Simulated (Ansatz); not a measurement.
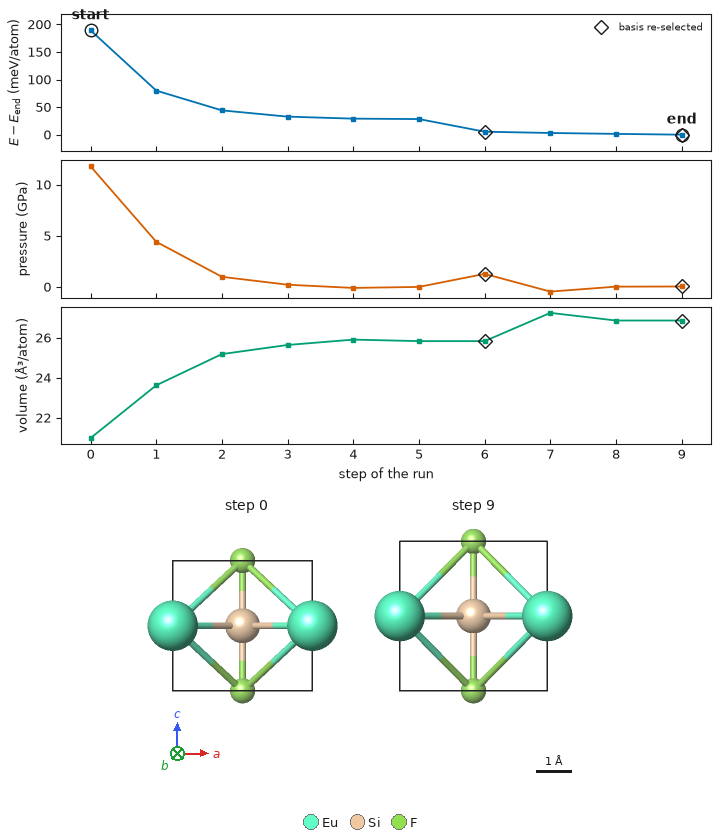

First and last geometry of a relaxation of a crystal of EuSiF (a generated structure, set up in P4/mmm) (coarse preliminary run), with the history of the run. A ball-and-stick model of the cell of the calculation, seen along the b axis.

Theory: DFT PBE, scalar-relativistic, plane waves, PAW in Ansatz.

The input:
```yaml
crystal:
  lattice:
    - [4.0725982, 0.0, 0.0]
    - [0.0, 4.0725982, 0.0]
    - [0.0, 0.0, 3.79606765]
  atoms:
    - { symbol: Eu, position: [0.0, 0.0, 0.5], spin: 7.0 }
    - { symbol: Si, position: [0.5, 0.5, 0.5] }
    - { symbol: F, position: [0.5, 0.5, 0.0] }
basis:
  ecutwfc: 420
kpoints:
  mp_grid: { grid: [4, 4, 4] }
hamiltonian:
  xc: pbe
scf:
  occupations: { method: gaussian, width: 0.1 }
  lower_state_search: "off"
output:
  forces: true
  stress: true
  eigenvalues: true
  populations: true
magnetization:
  spin_polarized: true
relax:
  adjacent_minimum: "off"
  f_tol: 0.04
  max_steps: 70
  cell: { stress_tol: 0.4 }
```

Run as
```bash
ansatz run input.yaml --threads 1 --pin off --max-ram 2560MiB --backend cpu --events-out ev --progress --plain --runs-dir out
```

> What do the curves and the structures tell?

It converged. The atoms keep their places relative to the cell (all moves are under 0.005 Å). The volume changes by +28.0 %, with a = b 4.073 → 4.300 Å (+5.6 %), c 3.796 → 4.357 Å (+14.8 %). Near-neighbour distances that change, for instance: Eu1–F3 3.449 → 3.741 Å, Si2–F3 1.898 → 2.178 Å, Eu1–Si2 2.880 → 3.041 Å. The space group stays P4/mmm (No. 123). Over 7 accepted moves (9 points after the start) the energy falls by 189 meV per atom. All forces vanish by symmetry, so only the cell relaxes. Pressure: 11.79 GPa at the start and 0.04 GPa at the end. At 2 points the geometry stayed and the basis and grid were re-selected for the new cell (energy shift of 22.9 meV per atom at most each time).

| step | E − E(0), meV/atom | pressure, GPa | volume, Å³/atom | note |
| --- | --- | --- | --- | --- |
| 0 | 0.00 | 11.79 | 20.987 |  |
| 1 | -109.26 | 4.41 | 23.622 |  |
| 2 | -145.13 | 0.99 | 25.180 |  |
| 3 | -156.47 | 0.21 | 25.635 |  |
| 4 | -160.11 | -0.10 | 25.902 |  |
| 5 | -160.88 | 0.00 | 25.827 |  |
| 6 | -183.77 | 1.27 | 25.827 | same geometry, new basis |
| 7 | -186.11 | -0.46 | 27.237 |  |
| 8 | -187.73 | 0.03 | 26.855 |  |
| 9 | -189.19 | 0.04 | 26.855 | same geometry, new basis |

Limits of the set-up: the k-point mesh is coarse for a cell with partly filled bands; 4f states are treated without a Hubbard U.
